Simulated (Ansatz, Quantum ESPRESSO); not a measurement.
# 1T-NiSSe, 1 layer: biaxial strain by an ASE script, part 2 of 2

How do the band edges of 1T-NiSSe, 1 layer move against the vacuum when the sheet is stretched?

Quantum ESPRESSO 7.5; plane-wave DFT, PBE, GBRV ultrasoft pseudopotentials; geometry by Ansatz 0.2.0 with PAW datasets.

So far: Set-up; Relaxation with Ansatz.

**3. The script**

Under ESM bc1 levels count from the vacuum, or from the mean of the two vacuum levels where the sheet has a dipole, so band edges at unlike strains can be compared.

Level of this step: plane-wave DFT, PBE, GBRV ultrasoft pseudopotentials (Quantum ESPRESSO 7.5).

File run.py:

```python
import json
import numpy as np
from ase import Atoms
from ase.calculators.espresso import Espresso, EspressoProfile

profile = EspressoProfile(command='mpirun -n 4 pw.x -nk 4', pseudo_dir='../pseudo')
pseudopotentials = {'Ni': 'ni_pbe_v1.4.uspp.F.UPF', 'S': 's_pbe_v1.4.uspp.F.UPF', 'Se': 'se_pbe_v1.uspp.F.UPF'}
system = {'ecutwfc': 40, 'ecutrho': 200, 'occupations': 'smearing', 'smearing': 'fd', 'degauss': 0.002}


def calculator(name, kpts, **extra):
    data = dict(control=dict(tprnfor=True, verbosity='high', disk_io='none'),
                system=system | extra,
                electrons=dict(conv_thr=1e-09, mixing_beta=0.4, mixing_mode='plain',
                               electron_maxstep=100))
    return Espresso(profile=profile, directory=name, pseudopotentials=pseudopotentials, kpts=kpts, input_data=data)


def centre(atoms):
    z = atoms.positions[:, 2]
    atoms.positions[:, 2] -= (z.max() + z.min()) / 2  # ESM wants the slab about z = 0
    return atoms

sheet = Atoms(
    ['Se', 'Ni', 'S'],
    scaled_positions=[
        [0.6666666667, 0.3333333333, 0.4310681301],
        [0.0000000000, 0.0000000000, 0.5061821064],
        [0.3333333333, 0.6666666667, 0.5720891459]],
    cell=[
        [3.440902408858, 0.000000000000, 0.000000000000],
        [-1.720451204429, 2.979908898014, 0.000000000000],
        [0.000000000000, 0.000000000000, 17.121016811500]],
    pbc=True)

rows = []
for strain in [-0.03, -0.015, 0.0, 0.015, 0.03]:
    atoms = sheet.copy()
    atoms.set_cell(sheet.cell.array * [[1 + strain], [1 + strain], [1]], scale_atoms=True)
    atoms = centre(atoms)
    atoms.calc = calculator(f's{strain:+.3f}', (12, 12, 1), assume_isolated='esm', esm_bc='bc1', nbnd=19)
    energy = atoms.get_potential_energy()
    levels = np.array([atoms.calc.get_eigenvalues(kpt=i) for i in range(len(atoms.calc.get_ibz_k_points()))])
    top, bottom = levels[:, 14].max(), levels[:, 15].min()
    direct = (levels[:, 15] - levels[:, 14]).min()
    rows.append([strain, energy, top, bottom, direct])
    print(f'strain {strain:+.3f}: E = {energy:.5f} eV, valence top {top:.3f}, conduction bottom {bottom:.3f}, '
          f'gap {bottom - top:.3f}, least direct gap {direct:.3f} eV')

x, energy, top, bottom, direct = np.array(rows).T
area = np.linalg.norm(np.cross(*sheet.cell[:2]))
stiffness = np.polyfit(x, energy, 2)[0] / area * 16.0218  # C11 + C12, heights clamped
print(f'valence and conduction edges move by {np.polyfit(x, top, 1)[0]:.2f} and {np.polyfit(x, bottom, 1)[0]:.2f} eV per unit biaxial strain')
print(f'C11 + C12 with clamped heights: {stiffness:.1f} N/m')
json.dump(dict(rows=rows, stiffness=stiffness), open('result.json', 'w'))
```

Launch:

```console
> OMP_NUM_THREADS=1 python run.py
```

Output:

```text
strain -0.030: E = -5592.20602 eV, valence top -5.138, conduction bottom -5.000, gap 0.138, least direct gap 0.970 eV
strain -0.015: E = -5592.27445 eV, valence top -5.271, conduction bottom -5.011, gap 0.260, least direct gap 0.983 eV
strain +0.000: E = -5592.29700 eV, valence top -5.395, conduction bottom -5.027, gap 0.369, least direct gap 0.897 eV
strain +0.015: E = -5592.27918 eV, valence top -5.509, conduction bottom -5.061, gap 0.448, least direct gap 0.810 eV
strain +0.030: E = -5592.22569 eV, valence top -5.614, conduction bottom -5.128, gap 0.485, least direct gap 0.729 eV
valence and conduction edges move by -7.94 and -2.05 eV per unit biaxial strain
C11 + C12 with clamped heights: 141.0 N/m
```

Run time: 3.7 min. Hardware: 4 MPI ranks of Arm Neoverse V2, shared host; peak memory 0.56 GiB.

The input that ASE wrote for the first run, and its log:

```
&CONTROL
   verbosity        = 'high'
   tprnfor          = .true.
   disk_io          = 'none'
   pseudo_dir       = '../pseudo'
/
&SYSTEM
   nbnd             = 19
   ecutwfc          = 40
   ecutrho          = 200
   occupations      = 'smearing'
   degauss          = 0.002
   smearing         = 'fd'
   assume_isolated  = 'esm'
   esm_bc           = 'bc1'
   ntyp             = 3
   nat              = 3
   ibrav            = 0
/
&ELECTRONS
   electron_maxstep = 100
   conv_thr         = 1e-09
   mixing_mode      = 'plain'
   mixing_beta      = 0.4
/
&IONS
/
&CELL
/
&FCP
/
&RISM
/
ATOMIC_SPECIES
Se 78.971 se_pbe_v1.uspp.F.UPF
Ni 58.6934 ni_pbe_v1.4.uspp.F.UPF
S 32.06 s_pbe_v1.4.uspp.F.UPF

K_POINTS automatic
12 12 1  0 0 0

CELL_PARAMETERS angstrom
3.33767533659226 0.00000000000000 0.00000000000000
-1.66883766829613 2.89051163107358 0.00000000000000
0.00000000000000 0.00000000000000 17.12101681150000

ATOMIC_POSITIONS angstrom
Se 1.6688376685 0.9635038769 -1.2072115911  
Ni 0.0000000000 0.0000000000 0.0788160599  
S -0.0000000002 1.9270077541 1.2072115911
```

```text
Program PWSCF v.7.5 starts
[citation notice left out]

     Parallel version (MPI & OpenMP), running on       4 processor cores
     Number of MPI processes:                 4
     Threads/MPI process:                     1

     MPI processes distributed on     1 nodes
[... 1 line left out ...]

Warning: card &CELL ignored
Warning: card &FCP ignored
Warning: card &RISM ignored

     Current dimensions of program PWSCF are:
     Max number of different atomic species (ntypx) = 10
     Max number of k-points (npk) =  40000
     Max angular momentum in pseudopotentials (lmaxx) =  4
     Message from routine setup:
     using ibrav=0 with symmetry is DISCOURAGED, use correct ibrav instead

     K-points division:     npool     =       4
     Subspace diagonalization in iterative solution of the eigenvalue problem:
     a serial algorithm will be used

     G-vector sticks info
     --------------------
     sticks:   dense  smooth     PW     G-vecs:    dense   smooth      PW
     Sum         559     433    127                53251    38159    6317

     Using Slab Decomposition

     bravais-lattice index     =            0
     lattice parameter (alat)  =       6.3073  a.u.
     unit-cell volume          =    1114.6665 (a.u.)^3
     number of atoms/cell      =            3
     number of atomic types    =            3
     number of electrons       =        30.00
     number of Kohn-Sham states=           19
     kinetic-energy cutoff     =      40.0000  Ry
     charge density cutoff     =     200.0000  Ry
     scf convergence threshold =      1.0E-09
     mixing beta               =       0.4000
     number of iterations used =            8  plain     mixing
     Exchange-correlation=  SLA  PW   PBX  PBC
                           (   1   4   3   4   0   0   0)

     Effective Screening Medium Method
     =================================
     Boundary Conditions: Vacuum-Slab-Vacuum
     total charge in unit cell        =   0.0000
     grid points for fit at edges     =        4

[... 10 lines left out ...]
     PseudoPot. # 1 for Se read from file:
     ../pseudo/se_pbe_v1.uspp.F.UPF
     Pseudo is Ultrasoft + core correction, Zval =  6.0
     Generated by new atomic code, or converted to UPF format
     Using radial grid of  877 points,  6 beta functions with:
                l(1) =   0
                l(2) =   0
                l(3) =   1
                l(4) =   1
                l(5) =   2
                l(6) =   2
     Q(r) pseudized with  8 coefficients,  rinner =    1.300   1.300   1.300
                                                       1.300   1.300

     PseudoPot. # 2 for Ni read from file:
     ../pseudo/ni_pbe_v1.4.uspp.F.UPF
     Pseudo is Ultrasoft + core correction, Zval = 18.0
     Generated by new atomic code, or converted to UPF format
     Using radial grid of  865 points,  6 beta functions with:
                l(1) =   0
[... 760 lines left out ...]

          k = 0.0000 0.0000 0.0000 (  4745 PWs)   bands (ev):

  -109.5467 -69.9373 -69.9373 -69.9262 -20.6279 -18.2605 -10.7760  -9.8208
    -9.8208  -8.0235  -8.0235  -7.1046  -6.2127  -5.1376  -5.1376  -3.3193
    -3.3193  -1.0675  -0.2607

     occupation numbers
     1.0000   1.0000   1.0000   1.0000   1.0000   1.0000   1.0000   1.0000
     1.0000   1.0000   1.0000   1.0000   1.0000   0.8719   0.8719   0.0000
     0.0000   0.0000   0.0000

[... 144 lines left out ...]

     the Fermi energy is    -5.0855 ev

!    total energy              =    -411.01959714 Ry
     estimated scf accuracy    <          5.3E-10 Ry
     smearing contrib. (-TS)   =      -0.00005733 Ry
     internal energy E=F+TS    =    -411.01953981 Ry

     The total energy is F=E-TS. E is the sum of the following terms:
     one-electron contribution =     367.08583189 Ry
     hartree contribution      =    -186.86494905 Ry
     xc contribution           =     -73.72162869 Ry
     ewald contribution        =    -517.51879396 Ry

     convergence has been achieved in  43 iterations

     negative rho (up, down):  1.047E-03 0.000E+00

     Forces acting on atoms (cartesian axes, Ry/au):

     atom    1 type  1   force =     0.00000000    0.00000000   -0.02588310
     atom    2 type  2   force =    -0.00000000   -0.00000000    0.00294282
     atom    3 type  3   force =     0.00000000   -0.00000000    0.02288022
     The non-local contrib.  to forces
     atom    1 type  1   force =     0.00000000    0.00000000    0.28266771
     atom    2 type  2   force =     0.00000000   -0.00000000   -0.12817960
     atom    3 type  3   force =     0.00000000    0.00000000   -0.30842064
     The ionic contribution  to forces
     atom    1 type  1   force =    -0.00000000    0.00000000  -46.44172622
     atom    2 type  2   force =    -0.00000000   -0.00000000    1.98542684
     atom    3 type  3   force =     0.00000000   -0.00000000   44.45629939
     The local contribution  to forces
     atom    1 type  1   force =    -0.00000000    0.00000000   46.16480043
     atom    2 type  2   force =    -0.00000000    0.00000000   -1.85436343
     atom    3 type  3   force =     0.00000000   -0.00000000  -44.14172978
     The core correction contribution to forces
     atom    1 type  1   force =     0.00000000   -0.00000000   -0.03157943
     atom    2 type  2   force =    -0.00000000    0.00000000    0.00005394
     atom    3 type  3   force =    -0.00000000    0.00000000    0.01668057
     The Hubbard contrib.    to forces
     atom    1 type  1   force =     0.00000000    0.00000000    0.00000000
     atom    2 type  2   force =     0.00000000    0.00000000    0.00000000
     atom    3 type  3   force =     0.00000000    0.00000000    0.00000000
     The SCF correction term to forces
     atom    1 type  1   force =    -0.00000000    0.00000000   -0.00004557
     atom    2 type  2   force =    -0.00000000    0.00000000    0.00000508
     atom    3 type  3   force =     0.00000000   -0.00000000    0.00005069

     Total force =     0.034671     Total SCF correction =     0.000068
     Message from routine punch:
     Nothing written, as per user request (disk_io='none')

[... 1 line left out ...]

[... 1 line left out ...]

[... 1 line left out ...]

[... 3 lines left out ...]

[... 1 line left out ...]

[... 2 lines left out ...]

[... 1 line left out ...]

[... 1 line left out ...]

=------------------------------------------------------------------------------=
   JOB DONE.
=------------------------------------------------------------------------------=
```

This step gave:

```
biaxial stiffness : 141.0 N/m
```

Table of band edge from the vacuum level by biaxial strain:

| biaxial strain (%) | valence top (eV) | conduction bottom (eV) |
| --- | --- | --- |
| -3.00 | -5.14 | -5.00 |
| -1.50 | -5.27 | -5.01 |
| 0.00 | -5.40 | -5.03 |
| 1.50 | -5.51 | -5.06 |
| 3.00 | -5.61 | -5.13 |

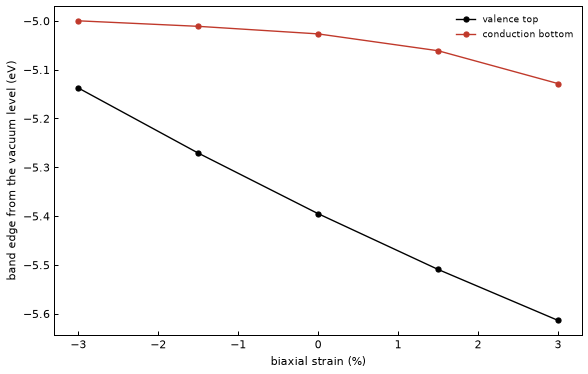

Band edge from the vacuum level, plotted against biaxial strain.

Gap against biaxial strain:

| biaxial strain (%) | on the mesh (eV) | least direct (eV) |
| --- | --- | --- |
| -3.00 | 0.138 | 0.970 |
| -1.50 | 0.260 | 0.983 |
| 0.00 | 0.368 | 0.897 |
| 1.50 | 0.448 | 0.810 |
| 3.00 | 0.485 | 0.729 |

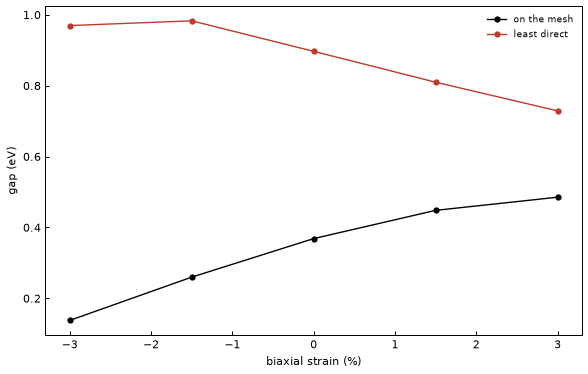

Gap, plotted against biaxial strain.

Energy over the lowest against biaxial strain:

| biaxial strain (%) | energy over the lowest (meV) |
| --- | --- |
| -3.00 | 91.0 |
| -1.50 | 22.6 |
| 0.00 | 0 |
| 1.50 | 17.8 |
| 3.00 | 71.3 |

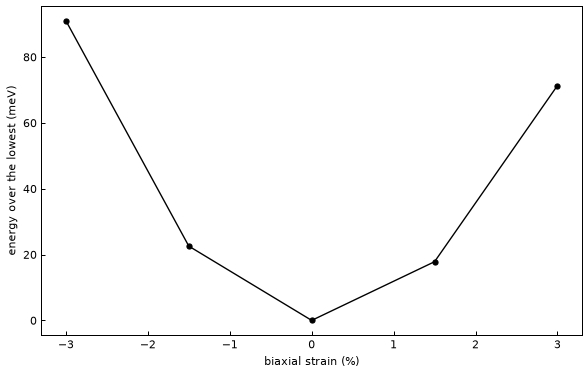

Energy over the lowest, plotted against biaxial strain.

**4. The script: PBE, PseudoDojo norm-conserving**

Level of this step: plane-wave DFT, PBE, PseudoDojo norm-conserving pseudopotentials (Quantum ESPRESSO 7.5).

run.py is the input of step 3 with these lines changed:

```diff
@@ -6,4 +6,4 @@
 profile = EspressoProfile(command='mpirun -n 4 pw.x -nk 4', pseudo_dir='../pseudo')
-pseudopotentials = {'Ni': 'ni_pbe_v1.4.uspp.F.UPF', 'S': 's_pbe_v1.4.uspp.F.UPF', 'Se': 'se_pbe_v1.uspp.F.UPF'}
-system = {'ecutwfc': 40, 'ecutrho': 200, 'occupations': 'smearing', 'smearing': 'fd', 'degauss': 0.002}
+pseudopotentials = {'Ni': 'Ni.dojo-sr-pbe-0.4.1-standard.upf', 'S': 'S.dojo-sr-pbe-0.4.1-standard.upf', 'Se': 'Se.dojo-sr-pbe-0.4.1-standard.upf'}
+system = {'ecutwfc': 90, 'ecutrho': 360, 'occupations': 'smearing', 'smearing': 'fd', 'degauss': 0.002}
 
@@ -40,7 +40,7 @@
     atoms = centre(atoms)
-    atoms.calc = calculator(f's{strain:+.3f}', (12, 12, 1), assume_isolated='esm', esm_bc='bc1', nbnd=19)
+    atoms.calc = calculator(f's{strain:+.3f}', (12, 12, 1), assume_isolated='esm', esm_bc='bc1', nbnd=24)
     energy = atoms.get_potential_energy()
     levels = np.array([atoms.calc.get_eigenvalues(kpt=i) for i in range(len(atoms.calc.get_ibz_k_points()))])
-    top, bottom = levels[:, 14].max(), levels[:, 15].min()
-    direct = (levels[:, 15] - levels[:, 14]).min()
+    top, bottom = levels[:, 19].max(), levels[:, 20].min()
+    direct = (levels[:, 20] - levels[:, 19]).min()
     rows.append([strain, energy, top, bottom, direct])
```

Launch:

```console
> OMP_NUM_THREADS=1 python run.py
```

Output:

```text
strain -0.030: E = -8165.68511 eV, valence top -5.140, conduction bottom -5.012, gap 0.128, least direct gap 0.948 eV
strain -0.015: E = -8165.75230 eV, valence top -5.272, conduction bottom -5.022, gap 0.250, least direct gap 0.961 eV
strain +0.000: E = -8165.77383 eV, valence top -5.396, conduction bottom -5.037, gap 0.359, least direct gap 0.881 eV
strain +0.015: E = -8165.75493 eV, valence top -5.509, conduction bottom -5.069, gap 0.440, least direct gap 0.795 eV
strain +0.030: E = -8165.70049 eV, valence top -5.613, conduction bottom -5.136, gap 0.478, least direct gap 0.715 eV
valence and conduction edges move by -7.89 and -1.97 eV per unit biaxial strain
C11 + C12 with clamped heights: 140.7 N/m
```

The job ended after 8.2 min (4 MPI ranks; peak memory 0.97 GiB; 33 min of CPU time).

Read from the output:

| Quantity | Value |
| --- | --- |
| biaxial stiffness | 140.7 N/m |

Band edge from the vacuum level against biaxial strain:

| biaxial strain (%) | valence top (eV) | conduction bottom (eV) |
| --- | --- | --- |
| -3.00 | -5.14 | -5.01 |
| -1.50 | -5.27 | -5.02 |
| 0.00 | -5.40 | -5.04 |
| 1.50 | -5.51 | -5.07 |
| 3.00 | -5.61 | -5.14 |

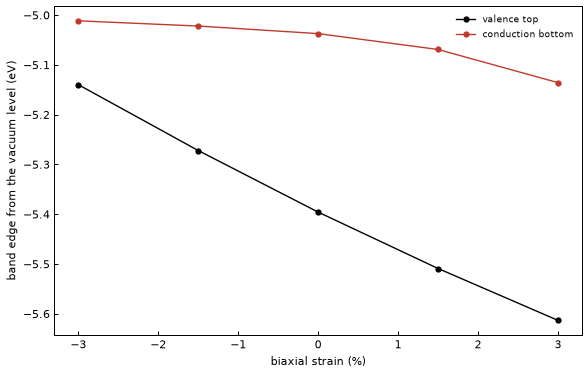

Band edge from the vacuum level against biaxial strain.

Table of gap by biaxial strain:

| biaxial strain (%) | on the mesh (eV) | least direct (eV) |
| --- | --- | --- |
| -3.00 | 0.128 | 0.948 |
| -1.50 | 0.250 | 0.961 |
| 0.00 | 0.359 | 0.881 |
| 1.50 | 0.44 | 0.795 |
| 3.00 | 0.478 | 0.715 |

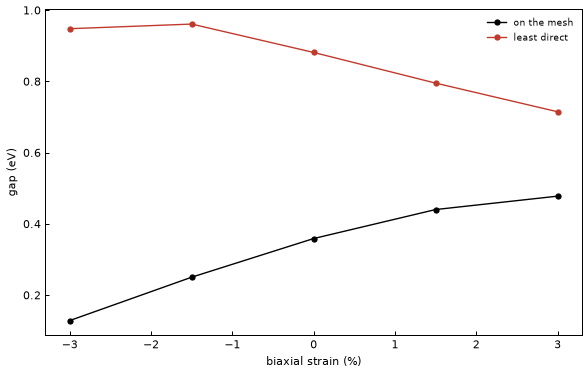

Gap, plotted against biaxial strain.

Energy over the lowest against biaxial strain:

| biaxial strain (%) | energy over the lowest (meV) |
| --- | --- |
| -3.00 | 88.7 |
| -1.50 | 21.5 |
| 0.00 | 0 |
| 1.50 | 18.9 |
| 3.00 | 73.3 |

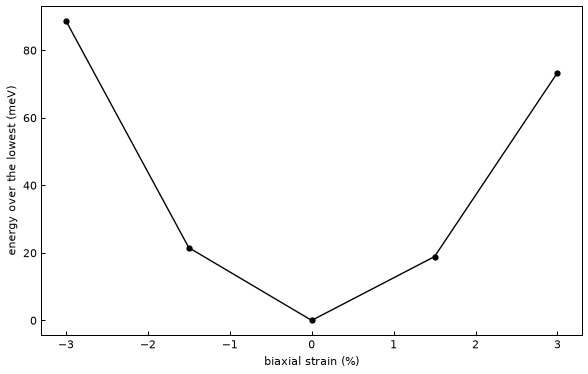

Energy over the lowest against biaxial strain.

**5. The script, with ecutwfc = 10**

Another try, with an input changed as a hurried user might.

Level of this step: plane-wave DFT, PBE, GBRV ultrasoft pseudopotentials (Quantum ESPRESSO 7.5).

run.py is the input of step 3 with these lines changed:

```diff
@@ -7,3 +7,3 @@
 pseudopotentials = {'Ni': 'ni_pbe_v1.4.uspp.F.UPF', 'S': 's_pbe_v1.4.uspp.F.UPF', 'Se': 'se_pbe_v1.uspp.F.UPF'}
-system = {'ecutwfc': 40, 'ecutrho': 200, 'occupations': 'smearing', 'smearing': 'fd', 'degauss': 0.002}
+system = {'ecutwfc': 10, 'ecutrho': 200, 'occupations': 'smearing', 'smearing': 'fd', 'degauss': 0.002}
 
@@ -14,3 +14,3 @@
                 electrons=dict(conv_thr=1e-09, mixing_beta=0.4, mixing_mode='plain',
-                               electron_maxstep=100))
+                               electron_maxstep=60))
     return Espresso(profile=profile, directory=name, pseudopotentials=pseudopotentials, kpts=kpts, input_data=data)
@@ -36,3 +36,3 @@
 rows = []
-for strain in [-0.03, -0.015, 0.0, 0.015, 0.03]:
+for strain in [-0.03, -0.015, 0.0]:
     atoms = sheet.copy()
```

Launch:

```console
> OMP_NUM_THREADS=1 python run.py
```

Output:

```text
strain -0.030: E = -4778.19156 eV, valence top -9.652, conduction bottom -8.497, gap 1.155, least direct gap 1.842 eV
strain -0.015: E = -4778.62417 eV, valence top -9.433, conduction bottom -8.327, gap 1.105, least direct gap 1.680 eV
strain +0.000: E = -4777.46710 eV, valence top -9.638, conduction bottom -8.285, gap 1.353, least direct gap 1.537 eV
valence and conduction edges move by 0.49 and 7.07 eV per unit biaxial strain
C11 + C12 with clamped heights: 5519.9 N/m
```

Wall time 26 s (4 MPI ranks); peak memory 0.43 GiB; 99 s of CPU time.

The run finished, but its numbers are not taken as the system's. The fault: a cutoff far too low.

Beside the run it was changed from:

| quantity | this run | unchanged run | difference |
| --- | --- | --- | --- |
| biaxial stiffness (N/m) | 5520 | 141.0 | 5379 |
| wall time (s) | 26 | 222 |  |
| SCF iterations | 55 | 183 |  |

The changed run covers the first three points of the series alone, which enters its fits and its time.

The physical values in this table move by up to 3.8e+03 %.

**6. Worked from the printed numbers**

Under equal strain ε in the plane, E = A (C11 + C12) ε². From the points at ±1.5 %: d²E/dε² = (22.55 + 17.83 − 2 × 0.00) meV / 0.015² = 179 eV, and 179/(2 × 10.254 Å²) × 16.02 = 140 N/m.

**7. Results**

* C11 + C12, heights clamped, PBE, GBRV ultrasoft: 141 N/m
* gap on the mesh at zero strain, PBE, GBRV ultrasoft: 0.37 eV
* valence top below the mean of the two vacuum levels at zero strain, PBE, GBRV ultrasoft: 5.40 eV
* shift of the valence top per unit biaxial strain, PBE, GBRV ultrasoft: -7.9 eV
* shift of the conduction bottom per unit biaxial strain, PBE, GBRV ultrasoft: -2.0 eV
* C11 + C12, heights clamped, PBE, PseudoDojo norm-conserving: 141 N/m
* gap on the mesh at zero strain, PBE, PseudoDojo norm-conserving: 0.36 eV
* valence top below the mean of the two vacuum levels at zero strain, PBE, PseudoDojo norm-conserving: 5.40 eV
* shift of the valence top per unit biaxial strain, PBE, PseudoDojo norm-conserving: -7.9 eV
* shift of the conduction bottom per unit biaxial strain, PBE, PseudoDojo norm-conserving: -2.0 eV

The sheet's biaxial stiffness comes to 141 N/m and its gap at zero strain to 0.37 eV (PBE, GBRV ultrasoft). From −3 % to +3 % the gap on the mesh goes from 0.14 to 0.49 eV; it is indirect at every strain. Heights are clamped under strain, which makes a sheet with several atomic planes too stiff. Semilocal gaps are too small. The sheet carries a dipole, so the two faces have unlike vacuum levels and the zero lies between them. Spin-orbit coupling is left out; depending on the atoms that carry the levels of interest, it can split and shift them by tens to hundreds of meV.

[Logs are printed without paths, hosts, clocks, repeated set-up lines and the standing remarks that a program may print on its own settings, such as how far it seeks lower states.]

[Hosts, paths, dates, database ids (printed as entryN), source tags and the programs' standing remarks are cut or masked in the printed files.]

[Maps of the electrostatic potential energy from Ansatz leave out the sawtooth potential of an applied field or a dipole correction, so their vacuum need not be flat; planar profiles and work functions include it.]
